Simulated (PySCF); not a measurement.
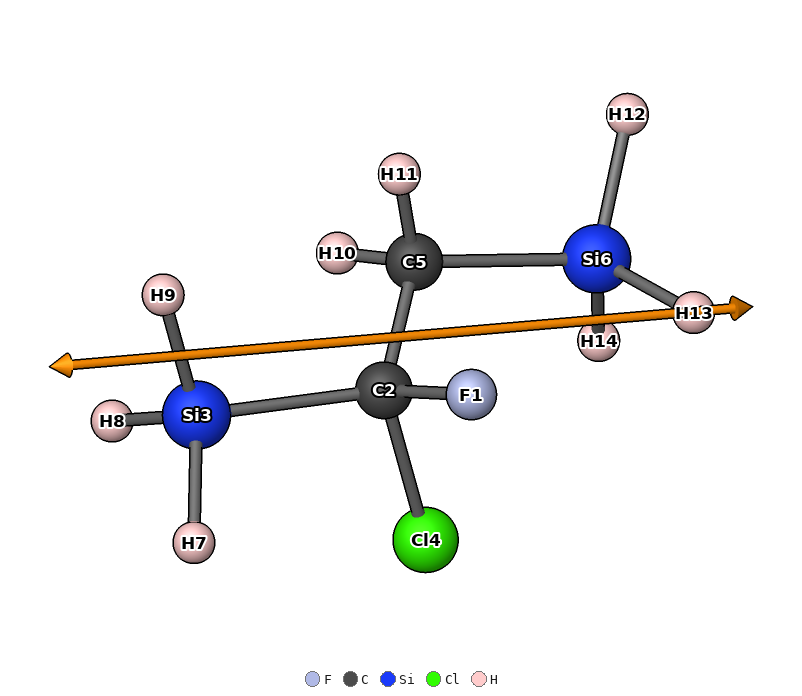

The double arrow shows the direction of the transition dipole to excited singlet state 6 (its length means nothing). The computed structure is the end point of a GFN2-xTB optimisation. No frequency run is at hand to confirm it as a minimum. Level of theory: TDDFT CAM-B3LYP/def2-SVPD, vertical, gas phase, core orbitals frozen in the response (PySCF 2.14.0).

**How is the transition polarised?**

Nearly parallel to the C5–Si6 bond.

**Give its energy, strength and character.**

8.16 eV (152 nm), oscillator strength 0.14, of mixed character, with the largest part HOMO → LUMO+2 (weight 0.38); transition dipole 2.12 D.

The geometry is semi-empirical. Around Si such bond lengths and angles can be off by a tenth of an ångström or more and by several degrees, and values that hang on the shape move with them.
